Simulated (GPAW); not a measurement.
Consider Fe2B (I4/mcm).

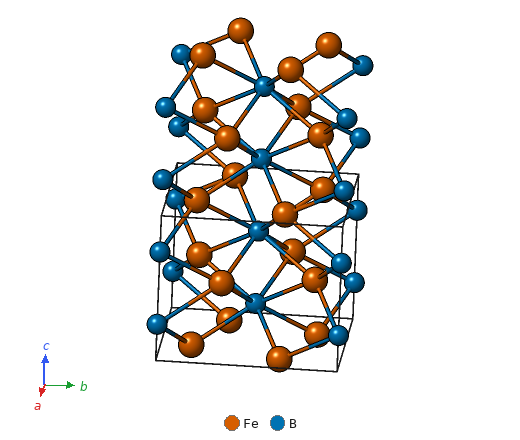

The structure (iron orange, boron blue). 1×1×2 conventional cells are drawn. Some periodic images of atoms are drawn too.

```cif
data_structure
_symmetry_space_group_name_H-M 'P 1'
_symmetry_Int_Tables_number 1
_cell_length_a 4.1826
_cell_length_b 4.1826
_cell_length_c 4.1826
_cell_angle_alpha 104.887
_cell_angle_beta 104.887
_cell_angle_gamma 119.090
_cell_volume 55.12
loop_
_atom_site_label
_atom_site_type_symbol
_atom_site_fract_x
_atom_site_fract_y
_atom_site_fract_z
_atom_site_occupancy
Fe1 Fe 0.66700 0.83300 0.50000 1
Fe2 Fe 0.83300 0.33300 0.16600 1
Fe3 Fe 0.33300 0.16700 0.50000 1
Fe4 Fe 0.16700 0.66700 0.83400 1
B5 B 0.25000 0.25000 0.00000 1
B6 B 0.75000 0.75000 0.00000 1
```

Absorber: atom 5, with 2 B at 2.12 Å and 8 Fe at 2.18 Å (10-fold, site symmetry 422). Method: GPAW, LDA, excited-electron core hole (neutral cell), 18-atom cell with 5.1 Å between holes, 4×4×4 k points, dipole transitions, Gaussian full width 0.9 eV up to 4 eV, rising linearly to 3.5 eV at 25 eV.

The database entry behind the starting cell differs from later determinations by our own check (0.1 to 0.3 % short, probably kX units), so it need not match the best structure at ambient conditions.

**Question.** Predict the near-edge structure at the B K edge.

Main maxima up to 24 eV above the zero (height): 2.7 eV (1.68), 5.0 eV (2.23), 10.3 eV (1.44) and 18.4 eV (0.71). A K edge sees empty p states on the absorber. The total-energy difference is 185.51 eV. The functional leaves an error in such absolute values: in the free atom LDA prices this hole 2.2 eV below PBE (computed apart), and PBE is itself good to a few eV.

The B K spectrum (energy from the lowest empty level; intensity scaled to a mean of 1 over the first 20 eV; polarised curves are means over the symmetry-equivalent atoms):

| E (eV) | isotropic | ε ⊥ c | ε ∥ c |
| --- | --- | --- | --- |
| -2.0 | 0.00 | 0.00 | 0.00 |
| -0.5 | 0.06 | 0.05 | 0.09 |
| 1.0 | 1.01 | 1.02 | 0.99 |
| 2.5 | 1.64 | 1.60 | 1.72 |
| 4.0 | 1.46 | 1.44 | 1.50 |
| 5.5 | 1.84 | 1.64 | 2.23 |
| 7.0 | 1.16 | 0.64 | 2.20 |
| 8.5 | 1.09 | 0.81 | 1.64 |
| 10.0 | 1.43 | 1.58 | 1.12 |
| 11.5 | 0.88 | 1.09 | 0.46 |
| 13.0 | 0.44 | 0.61 | 0.09 |
| 14.5 | 0.45 | 0.60 | 0.16 |
| 16.0 | 0.44 | 0.54 | 0.24 |
| 17.5 | 0.66 | 0.81 | 0.35 |
| 19.0 | 0.69 | 0.78 | 0.52 |
| 20.5 | 0.56 | 0.57 | 0.54 |
| 22.0 | 0.41 | 0.39 | 0.45 |
| 23.5 | 0.41 | 0.36 | 0.50 |
| 25.0 | 0.54 | 0.46 | 0.68 |
| 26.5 | 0.63 | 0.58 | 0.74 |
| 28.0 | 0.64 | 0.63 | 0.66 |
| 29.5 | 0.62 | 0.63 | 0.58 |
| 31.0 | 0.59 | 0.61 | 0.54 |

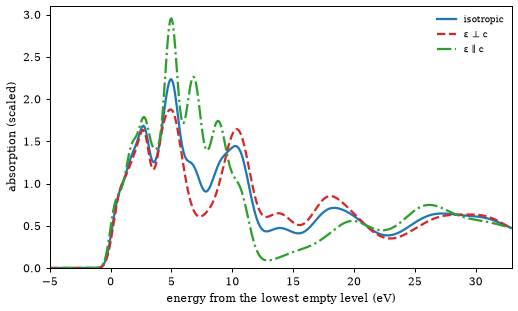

The B K edge.

The hole lies in one spin channel, while the script sums the empty states of both and takes the lower zero; where the two channels are split, this blurs and shifts the curve. The spins start ferromagnetically in a simple order, which needn't be the measured one; gap and edge can depend on it. The holes are only 5.1 Å apart, so the shape is probably not converged with cell size; no larger cell was run here. The mesh is coarse (0.33 Å⁻¹ between points), so small maxima may be mesh ripples. Lifetime broadening is put in by hand, and intensities beyond about 20 eV depend on it and on the partial waves; weight that the partial waves miss at high energy is lost. The structure is a published determination, not relaxed.

[Banner, clock and machine lines of the logs are left out without a mark of their own.]

[Logs are printed without paths, hosts, clocks, repeated set-up lines and the standing remarks that a program may print on its own settings, such as how far it seeks lower states.]

[Hosts, paths, dates, database ids (printed as entryN), source tags and the programs' standing remarks are cut or masked in the printed files.]

[Lists of maxima count a maximum above −3 eV only where it reaches 4 % of the highest in the window and stands out from its surroundings by 2 % of it (1.5 % where it reaches 55 %); shoulders and weaker maxima are passed over, and of the rest the first, up to two pre-edge ones and the few strongest are named.]
